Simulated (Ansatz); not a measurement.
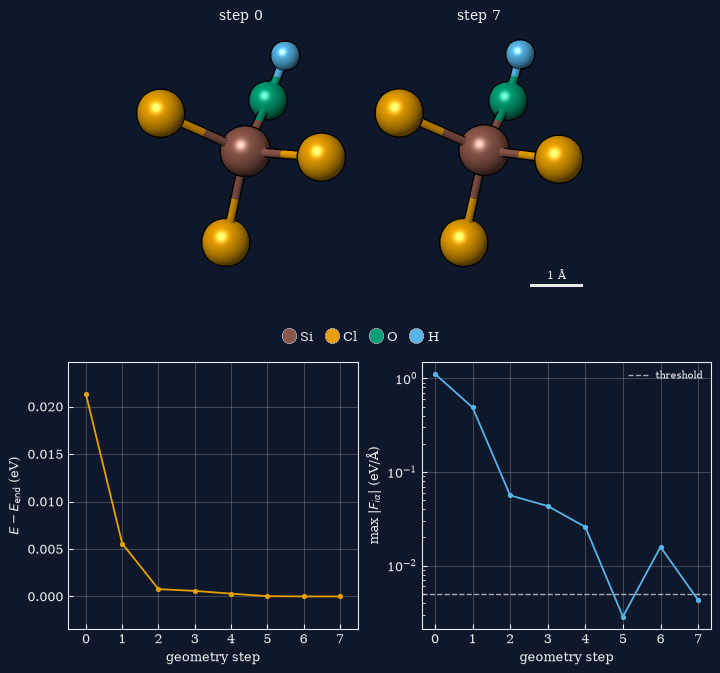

First and last geometry of a relaxation of SiHOCl3, with the history of the run. The picture is a ball-and-stick view, seen from a free direction.

It is one of the separated products of a reaction.

The calculation used RKS PBE0-D4/def2-TZVP in Ansatz.

Input file:
```yaml
crystal:
  periodic: [false, false, false]
  atoms:
    - {symbol: Si, position_ang: [-1.010019, 0.870022, -0.664430]}
    - {symbol: Cl, position_ang: [-1.651286, 1.705506, -2.391970]}
    - {symbol: Cl, position_ang: [-2.084486, -0.767327, -0.224190]}
    - {symbol: Cl, position_ang: [-1.109603, 2.252800, 0.801398]}
    - {symbol: O, position_ang: [0.537578, 0.350488, -0.849253]}
    - {symbol: H, position_ang: [1.220915, 1.019576, -0.951610]}
basis:
  gaussian: {orbitals: def2-TZVP}
hamiltonian: {xc: pbe0, dispersion: d4}
relax: {f_tol: 0.005, max_steps: 200}
```

Command:
```bash
ansatz run in.yaml --threads 4 --pin off --events-out ev --progress --plain --max-ram 46080MiB --backend cuda --devices 0, --max-vram 37GiB
```

> Read the history and describe the run.

It converged. H6 moves most after the best rigid fit: 0.067 Å. Largest moves by element: H 0.067 Å, Cl 0.048 Å, O 0.041 Å, Si 0.030 Å. Some distances before and after: Si1–O5 1.643 → 1.616 Å, Si1–Cl3 2.007 → 2.017 Å, Si1–Cl2 2.023 → 2.031 Å. After 7 geometry steps the energy has fallen by 0.021 eV. Largest force component: 1.1 eV/Å at the start, 0.0043 eV/Å at the end. The forces were under the threshold at step 5, but the run went on from there.
